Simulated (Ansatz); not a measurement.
**C₂H₁₀Al₂Si: molecular dynamics (part 1 of 5)**

The run: molecular dynamics of C₂H₁₀Al₂Si. Method and program: UHF/6-31G (Ansatz 0.2.0).

It belongs to a series of runs on one base structure; here: dynamics from the start. Figures and captions count atoms from 1; the log counts them from 0 in places.

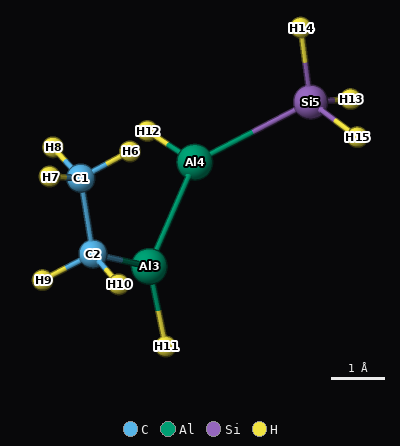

**Figure 1.** The input geometry (ball-and-stick view, seen at a tilt; atoms are numbered from 1 in the order of the input). Sticks mark near contacts.

Input
```yaml
crystal:
  periodic: [false, false, false]
  atoms:
    - { symbol: C, position_ang: [-0.279644, -1.309714, 2.074307] }
    - { symbol: C, position_ang: [0.828817, -1.897538, 1.18572] }
    - { symbol: Al, position_ang: [0.962798, -1.189968, -0.683324] }
    - { symbol: Al, position_ang: [-0.716207, 0.532574, -1.713703] }
    - { symbol: Si, position_ang: [-0.472959, 3.01642, -1.631427] }
    - { symbol: H, position_ang: [-0.159847, -0.238476, 2.207942] }
    - { symbol: H, position_ang: [-0.280605, -1.756882, 3.064093] }
    - { symbol: H, position_ang: [-1.264246, -1.476142, 1.646452] }
    - { symbol: H, position_ang: [0.708535, -2.980374, 1.111415] }
    - { symbol: H, position_ang: [1.801186, -1.75694, 1.660626] }
    - { symbol: H, position_ang: [2.186528, -1.749975, -1.578315] }
    - { symbol: H, position_ang: [-2.043031, 0.033838, -2.485381] }
    - { symbol: H, position_ang: [-0.591685, 3.635289, -2.992136] }
    - { symbol: H, position_ang: [-1.543672, 3.628315, -0.775845] }
    - { symbol: H, position_ang: [0.842232, 3.458971, -1.061125] }
magnetization:
  spin_polarized: true
basis:
  gaussian: { orbitals: "6-31G" }
hamiltonian:
  xc: hf
md:
  timestep: 0.5
  n_steps: 266
  ensemble: nvt_langevin
  temperature: 1000.0
  initial_velocities: maxwell_boltzmann
  seed: 285820
  friction: 0.05
```

Run on 2 threads of Arm Neoverse N1, 98 GiB of memory available, shared host.

Command:
```bash
ansatz run input.yaml --threads 2 --pin off --max-ram 3072MiB --backend cpu --events-out ev --progress --plain --runs-dir out
```

Log
```
Engine: ansatz 0.2.0, aarch64-unknown-linux-gnu
Functional definition: HF
  exchange = exact_x
  correlation = 0
1050 factors; integrals over basis functions are off by at most 1.7e-4 eV
mean field evaluation 1: about -23240.1731 eV, gradient 1.8e1 eV
mean field evaluation 2: about -23240.1766 eV, gradient 1.8e1 eV
mean field evaluation 4: about -23242.4243 eV, gradient 1.9e0 eV
mean field evaluation 8: about -23242.4576 eV, gradient 4.5e-3 eV
mean field -23242.45763590 eV, -854.1445638158 hartree, gradient 1.7e-5 eV, S^2 0.000000; 0 other end points of the search recorded, 0 dependent functions left out
the calculation of the forces begins
reference -23242.45763590 eV, -854.1445638158 hartree; 31, 31 occupied and 46, 46 virtual orbitals, 1050 factors
md step     0: t =     0.00 fs  T =   933.3 K  F+E_penalty+E_count = -23242.45763590 eV  E_kin = 1.809640 eV  (36 SCF iters)
these checks for a lower state are left out or cut short: starts, cluster_reference, orbital_swaps, neighbouring_geometries, increment
1050 factors; integrals over basis functions are off by at most 1.7e-4 eV
mean field -23242.42677637 eV, -854.1434297488 hartree, gradient 2.6e-5 eV, S^2 0.000000; 0 other end points of the search recorded, 0 dependent functions left out
the calculation of the forces begins
reference -23242.42677637 eV, -854.1434297488 hartree; 31, 31 occupied and 46, 46 virtual orbitals, 1050 factors
md step     1: t =     0.50 fs  T =   771.0 K  F+E_penalty+E_count = -23242.42677637 eV  E_kin = 1.494956 eV  (25 SCF iters)
[... from here on the SCF iterations and repeated set-up lines of each step are left out, up to the last step ...]
md step     2: t =     1.00 fs  T =   607.8 K  F+E_penalty+E_count = -23242.34565945 eV  E_kin = 1.178558 eV  (25 SCF iters)
md step     3: t =     1.50 fs  T =   594.8 K  F+E_penalty+E_count = -23242.23241146 eV  E_kin = 1.153285 eV  (25 SCF iters)
md step     4: t =     2.00 fs  T =   536.9 K  F+E_penalty+E_count = -23242.10625526 eV  E_kin = 1.040965 eV  (25 SCF iters)
md step     5: t =     2.50 fs  T =   470.6 K  F+E_penalty+E_count = -23241.99848437 eV  E_kin = 0.912359 eV  (26 SCF iters)
md step     6: t =     3.00 fs  T =   436.0 K  F+E_penalty+E_count = -23241.92757161 eV  E_kin = 0.845423 eV  (27 SCF iters)
md step     7: t =     3.50 fs  T =   415.7 K  F+E_penalty+E_count = -23241.88110690 eV  E_kin = 0.805941 eV  (26 SCF iters)
md step     8: t =     4.00 fs  T =   384.0 K  F+E_penalty+E_count = -23241.85395521 eV  E_kin = 0.744479 eV  (26 SCF iters)
md step     9: t =     4.50 fs  T =   385.5 K  F+E_penalty+E_count = -23241.84826360 eV  E_kin = 0.747464 eV  (26 SCF iters)
md step    10: t =     5.00 fs  T =   490.0 K  F+E_penalty+E_count = -23241.86092517 eV  E_kin = 0.950089 eV  (26 SCF iters)
md step    11: t =     5.50 fs  T =   567.9 K  F+E_penalty+E_count = -23241.88743264 eV  E_kin = 1.101182 eV  (27 SCF iters)
md step    12: t =     6.00 fs  T =   666.4 K  F+E_penalty+E_count = -23241.91120228 eV  E_kin = 1.292176 eV  (27 SCF iters)
md step    13: t =     6.50 fs  T =   677.1 K  F+E_penalty+E_count = -23241.93313328 eV  E_kin = 1.312875 eV  (27 SCF iters)
md step    14: t =     7.00 fs  T =   649.5 K  F+E_penalty+E_count = -23241.95293120 eV  E_kin = 1.259294 eV  (26 SCF iters)
md step    15: t =     7.50 fs  T =   617.1 K  F+E_penalty+E_count = -23241.95792896 eV  E_kin = 1.196539 eV  (26 SCF iters)
md step    16: t =     8.00 fs  T =   626.2 K  F+E_penalty+E_count = -23241.93248052 eV  E_kin = 1.214229 eV  (26 SCF iters)
md step    17: t =     8.50 fs  T =   670.7 K  F+E_penalty+E_count = -23241.89929504 eV  E_kin = 1.300503 eV  (26 SCF iters)
md step    18: t =     9.00 fs  T =   758.4 K  F+E_penalty+E_count = -23241.87638665 eV  E_kin = 1.470401 eV  (27 SCF iters)
md step    19: t =     9.50 fs  T =   700.9 K  F+E_penalty+E_count = -23241.84673948 eV  E_kin = 1.359044 eV  (26 SCF iters)
md step    20: t =    10.00 fs  T =   744.1 K  F+E_penalty+E_count = -23241.80004510 eV  E_kin = 1.442652 eV  (26 SCF iters)
md step    21: t =    10.50 fs  T =   713.9 K  F+E_penalty+E_count = -23241.73686617 eV  E_kin = 1.384230 eV  (25 SCF iters)
md step    22: t =    11.00 fs  T =   708.6 K  F+E_penalty+E_count = -23241.67753725 eV  E_kin = 1.373976 eV  (26 SCF iters)
md step    23: t =    11.50 fs  T =   668.8 K  F+E_penalty+E_count = -23241.61476531 eV  E_kin = 1.296790 eV  (27 SCF iters)
md step    24: t =    12.00 fs  T =   653.4 K  F+E_penalty+E_count = -23241.55913927 eV  E_kin = 1.266794 eV  (26 SCF iters)
md step    25: t =    12.50 fs  T =   682.0 K  F+E_penalty+E_count = -23241.52171238 eV  E_kin = 1.322286 eV  (26 SCF iters)
md step    26: t =    13.00 fs  T =   596.6 K  F+E_penalty+E_count = -23241.49313845 eV  E_kin = 1.156834 eV  (26 SCF iters)
md step    27: t =    13.50 fs  T =   618.3 K  F+E_penalty+E_count = -23241.46738668 eV  E_kin = 1.198887 eV  (39 SCF iters)
md step    28: t =    14.00 fs  T =   656.7 K  F+E_penalty+E_count = -23241.43437740 eV  E_kin = 1.273234 eV  (27 SCF iters)
md step    29: t =    14.50 fs  T =   663.2 K  F+E_penalty+E_count = -23241.39917678 eV  E_kin = 1.285968 eV  (26 SCF iters)
md step    30: t =    15.00 fs  T =   679.4 K  F+E_penalty+E_count = -23241.38461106 eV  E_kin = 1.317249 eV  (26 SCF iters)
md step    31: t =    15.50 fs  T =   686.5 K  F+E_penalty+E_count = -23241.40071521 eV  E_kin = 1.331033 eV  (26 SCF iters)
md step    32: t =    16.00 fs  T =   720.1 K  F+E_penalty+E_count = -23241.41095998 eV  E_kin = 1.396256 eV  (26 SCF iters)
md step    33: t =    16.50 fs  T =   783.4 K  F+E_penalty+E_count = -23241.39097634 eV  E_kin = 1.518923 eV  (26 SCF iters)
md step    34: t =    17.00 fs  T =   747.6 K  F+E_penalty+E_count = -23241.32726348 eV  E_kin = 1.449562 eV  (26 SCF iters)
md step    35: t =    17.50 fs  T =   716.6 K  F+E_penalty+E_count = -23241.21048703 eV  E_kin = 1.389404 eV  (26 SCF iters)
md step    36: t =    18.00 fs  T =   656.2 K  F+E_penalty+E_count = -23241.06781787 eV  E_kin = 1.272257 eV  (26 SCF iters)
md step    37: t =    18.50 fs  T =   625.3 K  F+E_penalty+E_count = -23240.94935773 eV  E_kin = 1.212435 eV  (27 SCF iters)
md step    38: t =    19.00 fs  T =   548.4 K  F+E_penalty+E_count = -23240.87612301 eV  E_kin = 1.063216 eV  (27 SCF iters)
md step    39: t =    19.50 fs  T =   555.0 K  F+E_penalty+E_count = -23240.86668445 eV  E_kin = 1.076095 eV  (27 SCF iters)
md step    40: t =    20.00 fs  T =   637.7 K  F+E_penalty+E_count = -23240.90949876 eV  E_kin = 1.236456 eV  (27 SCF iters)
md step    41: t =    20.50 fs  T =   653.5 K  F+E_penalty+E_count = -23240.98861535 eV  E_kin = 1.267017 eV  (26 SCF iters)
md step    42: t =    21.00 fs  T =   654.8 K  F+E_penalty+E_count = -23241.08730811 eV  E_kin = 1.269606 eV  (26 SCF iters)
md step    43: t =    21.50 fs  T =   698.3 K  F+E_penalty+E_count = -23241.20817135 eV  E_kin = 1.353842 eV  (25 SCF iters)
md step    44: t =    22.00 fs  T =   814.1 K  F+E_penalty+E_count = -23241.33517395 eV  E_kin = 1.578380 eV  (26 SCF iters)
md step    45: t =    22.50 fs  T =   727.7 K  F+E_penalty+E_count = -23241.40914556 eV  E_kin = 1.410961 eV  (25 SCF iters)
md step    46: t =    23.00 fs  T =   712.2 K  F+E_penalty+E_count = -23241.44551256 eV  E_kin = 1.380877 eV  (25 SCF iters)
md step    47: t =    23.50 fs  T =   816.6 K  F+E_penalty+E_count = -23241.44622864 eV  E_kin = 1.583211 eV  (26 SCF iters)
md step    48: t =    24.00 fs  T =   863.4 K  F+E_penalty+E_count = -23241.38739468 eV  E_kin = 1.673954 eV  (26 SCF iters)
md step    49: t =    24.50 fs  T =   840.6 K  F+E_penalty+E_count = -23241.27962028 eV  E_kin = 1.629923 eV  (26 SCF iters)
md step    50: t =    25.00 fs  T =   749.3 K  F+E_penalty+E_count = -23241.16790669 eV  E_kin = 1.452844 eV  (26 SCF iters)
md step    51: t =    25.50 fs  T =   700.7 K  F+E_penalty+E_count = -23241.09170623 eV  E_kin = 1.358675 eV  (26 SCF iters)
md step    52: t =    26.00 fs  T =   692.5 K  F+E_penalty+E_count = -23241.03890821 eV  E_kin = 1.342639 eV  (27 SCF iters)
md step    53: t =    26.50 fs  T =   589.4 K  F+E_penalty+E_count = -23241.00168654 eV  E_kin = 1.142718 eV  (26 SCF iters)
md step    54: t =    27.00 fs  T =   617.7 K  F+E_penalty+E_count = -23240.97166600 eV  E_kin = 1.197748 eV  (26 SCF iters)
md step    55: t =    27.50 fs  T =   626.5 K  F+E_penalty+E_count = -23240.93094360 eV  E_kin = 1.214753 eV  (26 SCF iters)
md step    56: t =    28.00 fs  T =   642.1 K  F+E_penalty+E_count = -23240.89846991 eV  E_kin = 1.245033 eV  (27 SCF iters)
md step    57: t =    28.50 fs  T =   676.5 K  F+E_penalty+E_count = -23240.89720314 eV  E_kin = 1.311649 eV  (39 SCF iters)
md step    58: t =    29.00 fs  T =   702.0 K  F+E_penalty+E_count = -23240.93722859 eV  E_kin = 1.361145 eV  (27 SCF iters)
md step    59: t =    29.50 fs  T =   747.9 K  F+E_penalty+E_count = -23241.01569804 eV  E_kin = 1.450155 eV  (26 SCF iters)
md step    60: t =    30.00 fs  T =   847.5 K  F+E_penalty+E_count = -23241.11587947 eV  E_kin = 1.643268 eV  (26 SCF iters)
md step    61: t =    30.50 fs  T =   917.5 K  F+E_penalty+E_count = -23241.22034566 eV  E_kin = 1.778899 eV  (26 SCF iters)
md step    62: t =    31.00 fs  T =   838.6 K  F+E_penalty+E_count = -23241.28836883 eV  E_kin = 1.625948 eV  (26 SCF iters)
md step    63: t =    31.50 fs  T =   942.4 K  F+E_penalty+E_count = -23241.32515911 eV  E_kin = 1.827266 eV  (26 SCF iters)
md step    64: t =    32.00 fs  T =   985.5 K  F+E_penalty+E_count = -23241.34656825 eV  E_kin = 1.910800 eV  (26 SCF iters)
md step    65: t =    32.50 fs  T =   978.9 K  F+E_penalty+E_count = -23241.36718913 eV  E_kin = 1.897985 eV  (27 SCF iters)
md step    66: t =    33.00 fs  T =  1056.6 K  F+E_penalty+E_count = -23241.37793842 eV  E_kin = 2.048596 eV  (26 SCF iters)
md step    67: t =    33.50 fs  T =  1003.4 K  F+E_penalty+E_count = -23241.35030870 eV  E_kin = 1.945451 eV  (26 SCF iters)
md step    68: t =    34.00 fs  T =   951.6 K  F+E_penalty+E_count = -23241.26965926 eV  E_kin = 1.845111 eV  (26 SCF iters)
md step    69: t =    34.50 fs  T =   923.4 K  F+E_penalty+E_count = -23241.15903916 eV  E_kin = 1.790321 eV  (26 SCF iters)
md step    70: t =    35.00 fs  T =   858.7 K  F+E_penalty+E_count = -23241.04094720 eV  E_kin = 1.664846 eV  (26 SCF iters)
md step    71: t =    35.50 fs  T =   732.3 K  F+E_penalty+E_count = -23240.92109884 eV  E_kin = 1.419805 eV  (27 SCF iters)
md step    72: t =    36.00 fs  T =   648.1 K  F+E_penalty+E_count = -23240.83378605 eV  E_kin = 1.256693 eV  (27 SCF iters)
md step    73: t =    36.50 fs  T =   544.7 K  F+E_penalty+E_count = -23240.80147265 eV  E_kin = 1.056108 eV  (27 SCF iters)
md step    74: t =    37.00 fs  T =   557.5 K  F+E_penalty+E_count = -23240.83913776 eV  E_kin = 1.080856 eV  (27 SCF iters)
md step    75: t =    37.50 fs  T =   598.0 K  F+E_penalty+E_count = -23240.93832677 eV  E_kin = 1.159369 eV  (27 SCF iters)
md step    76: t =    38.00 fs  T =   614.8 K  F+E_penalty+E_count = -23241.06878611 eV  E_kin = 1.192113 eV  (27 SCF iters)
md step    77: t =    38.50 fs  T =   632.9 K  F+E_penalty+E_count = -23241.20258751 eV  E_kin = 1.227110 eV  (26 SCF iters)
md step    78: t =    39.00 fs  T =   710.3 K  F+E_penalty+E_count = -23241.31566509 eV  E_kin = 1.377296 eV  (26 SCF iters)
md step    79: t =    39.50 fs  T =   775.6 K  F+E_penalty+E_count = -23241.37554157 eV  E_kin = 1.503777 eV  (27 SCF iters)
md step    80: t =    40.00 fs  T =   726.2 K  F+E_penalty+E_count = -23241.34241286 eV  E_kin = 1.407963 eV  (27 SCF iters)
md step    81: t =    40.50 fs  T =   725.0 K  F+E_penalty+E_count = -23241.23902514 eV  E_kin = 1.405649 eV  (27 SCF iters)
md step    82: t =    41.00 fs  T =   743.9 K  F+E_penalty+E_count = -23241.12606784 eV  E_kin = 1.442372 eV  (27 SCF iters)
md step    83: t =    41.50 fs  T =   725.4 K  F+E_penalty+E_count = -23241.05743898 eV  E_kin = 1.406468 eV  (27 SCF iters)
md step    84: t =    42.00 fs  T =   708.6 K  F+E_penalty+E_count = -23241.05295268 eV  E_kin = 1.373867 eV  (26 SCF iters)
md step    85: t =    42.50 fs  T =   779.5 K  F+E_penalty+E_count = -23241.08551695 eV  E_kin = 1.511413 eV  (27 SCF iters)
md step    86: t =    43.00 fs  T =   840.4 K  F+E_penalty+E_count = -23241.12507812 eV  E_kin = 1.629513 eV  (27 SCF iters)
md step    87: t =    43.50 fs  T =   891.0 K  F+E_penalty+E_count = -23241.14440537 eV  E_kin = 1.727590 eV  (37 SCF iters)
md step    88: t =    44.00 fs  T =   856.3 K  F+E_penalty+E_count = -23241.11789656 eV  E_kin = 1.660191 eV  (26 SCF iters)
md step    89: t =    44.50 fs  T =   854.4 K  F+E_penalty+E_count = -23241.06443971 eV  E_kin = 1.656503 eV  (27 SCF iters)
md step    90: t =    45.00 fs  T =   870.9 K  F+E_penalty+E_count = -23240.99638438 eV  E_kin = 1.688629 eV  (27 SCF iters)
md step    91: t =    45.50 fs  T =   797.1 K  F+E_penalty+E_count = -23240.92679567 eV  E_kin = 1.545415 eV  (26 SCF iters)
md step    92: t =    46.00 fs  T =   795.0 K  F+E_penalty+E_count = -23240.88359804 eV  E_kin = 1.541493 eV  (27 SCF iters)
md step    93: t =    46.50 fs  T =   758.6 K  F+E_penalty+E_count = -23240.88232402 eV  E_kin = 1.470871 eV  (27 SCF iters)
md step    94: t =    47.00 fs  T =   696.7 K  F+E_penalty+E_count = -23240.92655807 eV  E_kin = 1.350895 eV  (26 SCF iters)
md step    95: t =    47.50 fs  T =   733.7 K  F+E_penalty+E_count = -23241.02183216 eV  E_kin = 1.422620 eV  (25 SCF iters)
md step    96: t =    48.00 fs  T =   771.3 K  F+E_penalty+E_count = -23241.16440264 eV  E_kin = 1.495508 eV  (26 SCF iters)
md step    97: t =    48.50 fs  T =   762.9 K  F+E_penalty+E_count = -23241.30764229 eV  E_kin = 1.479135 eV  (26 SCF iters)
md step    98: t =    49.00 fs  T =   822.1 K  F+E_penalty+E_count = -23241.41902839 eV  E_kin = 1.593968 eV  (25 SCF iters)
md step    99: t =    49.50 fs  T =   874.0 K  F+E_penalty+E_count = -23241.48712287 eV  E_kin = 1.694554 eV  (26 SCF iters)
md step   100: t =    50.00 fs  T =   833.1 K  F+E_penalty+E_count = -23241.49459285 eV  E_kin = 1.615265 eV  (26 SCF iters)
md step   101: t =    50.50 fs  T =   893.2 K  F+E_penalty+E_count = -23241.43535971 eV  E_kin = 1.731822 eV  (26 SCF iters)
md step   102: t =    51.00 fs  T =   934.4 K  F+E_penalty+E_count = -23241.33351556 eV  E_kin = 1.811737 eV  (25 SCF iters)
md step   103: t =    51.50 fs  T =   879.0 K  F+E_penalty+E_count = -23241.20115058 eV  E_kin = 1.704260 eV  (25 SCF iters)
md step   104: t =    52.00 fs  T =   782.2 K  F+E_penalty+E_count = -23241.05489333 eV  E_kin = 1.516589 eV  (28 SCF iters)
md step   105: t =    52.50 fs  T =   867.5 K  F+E_penalty+E_count = -23240.95086463 eV  E_kin = 1.682031 eV  (26 SCF iters)
md step   106: t =    53.00 fs  T =   963.1 K  F+E_penalty+E_count = -23240.93241149 eV  E_kin = 1.867347 eV  (27 SCF iters)
md step   107: t =    53.50 fs  T =   988.4 K  F+E_penalty+E_count = -23241.00129298 eV  E_kin = 1.916371 eV  (27 SCF iters)
md step   108: t =    54.00 fs  T =  1024.2 K  F+E_penalty+E_count = -23241.12088851 eV  E_kin = 1.985900 eV  (27 SCF iters)
md step   109: t =    54.50 fs  T =  1036.4 K  F+E_penalty+E_count = -23241.23887093 eV  E_kin = 2.009465 eV  (27 SCF iters)
md step   110: t =    55.00 fs  T =  1092.2 K  F+E_penalty+E_count = -23241.29814505 eV  E_kin = 2.117697 eV  (27 SCF iters)
md step   111: t =    55.50 fs  T =  1061.0 K  F+E_penalty+E_count = -23241.27884559 eV  E_kin = 2.057192 eV  (27 SCF iters)
md step   112: t =    56.00 fs  T =  1058.3 K  F+E_penalty+E_count = -23241.17540220 eV  E_kin = 2.051925 eV  (27 SCF iters)
md step   113: t =    56.50 fs  T =   878.1 K  F+E_penalty+E_count = -23241.01625331 eV  E_kin = 1.702623 eV  (27 SCF iters)
md step   114: t =    57.00 fs  T =   865.4 K  F+E_penalty+E_count = -23240.84699447 eV  E_kin = 1.677873 eV  (27 SCF iters)
md step   115: t =    57.50 fs  T =   774.4 K  F+E_penalty+E_count = -23240.70040152 eV  E_kin = 1.501544 eV  (39 SCF iters)
md step   116: t =    58.00 fs  T =   693.4 K  F+E_penalty+E_count = -23240.59655389 eV  E_kin = 1.344448 eV  (27 SCF iters)
md step   117: t =    58.50 fs  T =   734.4 K  F+E_penalty+E_count = -23240.53725623 eV  E_kin = 1.423941 eV  (27 SCF iters)
md step   118: t =    59.00 fs  T =   728.0 K  F+E_penalty+E_count = -23240.50508563 eV  E_kin = 1.411560 eV  (26 SCF iters)
md step   119: t =    59.50 fs  T =   722.0 K  F+E_penalty+E_count = -23240.49142606 eV  E_kin = 1.399802 eV  (27 SCF iters)
md step   120: t =    60.00 fs  T =   674.7 K  F+E_penalty+E_count = -23240.51787565 eV  E_kin = 1.308171 eV  (27 SCF iters)
md step   121: t =    60.50 fs  T =   733.3 K  F+E_penalty+E_count = -23240.60565735 eV  E_kin = 1.421835 eV  (27 SCF iters)
md step   122: t =    61.00 fs  T =   846.4 K  F+E_penalty+E_count = -23240.74582098 eV  E_kin = 1.641080 eV  (26 SCF iters)
md step   123: t =    61.50 fs  T =   871.4 K  F+E_penalty+E_count = -23240.89818896 eV  E_kin = 1.689523 eV  (27 SCF iters)
md step   124: t =    62.00 fs  T =   972.7 K  F+E_penalty+E_count = -23241.03272761 eV  E_kin = 1.886059 eV  (27 SCF iters)
md step   125: t =    62.50 fs  T =   936.6 K  F+E_penalty+E_count = -23241.08468703 eV  E_kin = 1.816023 eV  (26 SCF iters)
md step   126: t =    63.00 fs  T =   906.8 K  F+E_penalty+E_count = -23241.02445455 eV  E_kin = 1.758229 eV  (27 SCF iters)
md step   127: t =    63.50 fs  T =   905.2 K  F+E_penalty+E_count = -23240.87273627 eV  E_kin = 1.755089 eV  (27 SCF iters)
md step   128: t =    64.00 fs  T =   786.5 K  F+E_penalty+E_count = -23240.68167610 eV  E_kin = 1.524958 eV  (27 SCF iters)
md step   129: t =    64.50 fs  T =   794.5 K  F+E_penalty+E_count = -23240.54722172 eV  E_kin = 1.540405 eV  (26 SCF iters)
md step   130: t =    65.00 fs  T =   720.7 K  F+E_penalty+E_count = -23240.53820969 eV  E_kin = 1.397320 eV  (25 SCF iters)
md step   131: t =    65.50 fs  T =   812.7 K  F+E_penalty+E_count = -23240.66706284 eV  E_kin = 1.575773 eV  (26 SCF iters)
md step   132: t =    66.00 fs  T =   947.5 K  F+E_penalty+E_count = -23240.89644952 eV  E_kin = 1.837056 eV  (25 SCF iters)
md step   133: t =    66.50 fs  T =  1198.9 K  F+E_penalty+E_count = -23241.12911134 eV  E_kin = 2.324530 eV  (25 SCF iters)
md step   134: t =    67.00 fs  T =  1281.5 K  F+E_penalty+E_count = -23241.28596636 eV  E_kin = 2.484624 eV  (25 SCF iters)
md step   135: t =    67.50 fs  T =  1297.3 K  F+E_penalty+E_count = -23241.33789873 eV  E_kin = 2.515353 eV  (26 SCF iters)
md step   136: t =    68.00 fs  T =  1095.6 K  F+E_penalty+E_count = -23241.28149353 eV  E_kin = 2.124230 eV  (26 SCF iters)
md step   137: t =    68.50 fs  T =  1028.0 K  F+E_penalty+E_count = -23241.16470437 eV  E_kin = 1.993126 eV  (26 SCF iters)
md step   138: t =    69.00 fs  T =   979.2 K  F+E_penalty+E_count = -23241.03073818 eV  E_kin = 1.898587 eV  (25 SCF iters)
md step   139: t =    69.50 fs  T =   887.3 K  F+E_penalty+E_count = -23240.89737435 eV  E_kin = 1.720410 eV  (26 SCF iters)
md step   140: t =    70.00 fs  T =   760.3 K  F+E_penalty+E_count = -23240.81407152 eV  E_kin = 1.474186 eV  (27 SCF iters)
md step   141: t =    70.50 fs  T =   781.1 K  F+E_penalty+E_count = -23240.79797575 eV  E_kin = 1.514399 eV  (26 SCF iters)
md step   142: t =    71.00 fs  T =   800.9 K  F+E_penalty+E_count = -23240.83775708 eV  E_kin = 1.552768 eV  (27 SCF iters)
md step   143: t =    71.50 fs  T =   875.9 K  F+E_penalty+E_count = -23240.93910811 eV  E_kin = 1.698191 eV  (26 SCF iters)
```
